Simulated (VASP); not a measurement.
Band structure of AgCl (rock salt). These are rev-vdW-DF2, VASP's PBE PAW potentials (set 64) (plane waves; VASP) values and carry that method's errors.

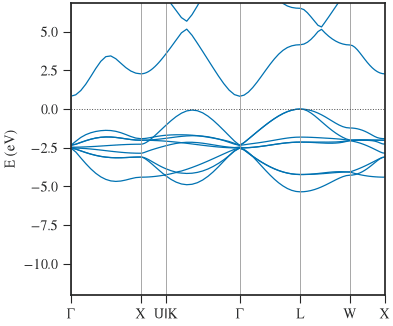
*Bands along high-symmetry lines, zero at the valence-band maximum or, without a gap, the Fermi level*

Task: Read the plot: is there a gap, and where are the band edges?

Result: The gap is indirect, 0.82 eV, from the valence maximum at L to the conduction minimum at Γ. (Edges off the drawn lines would not show.)

The compound is AgCl in the rock salt structure. It was relaxed first.
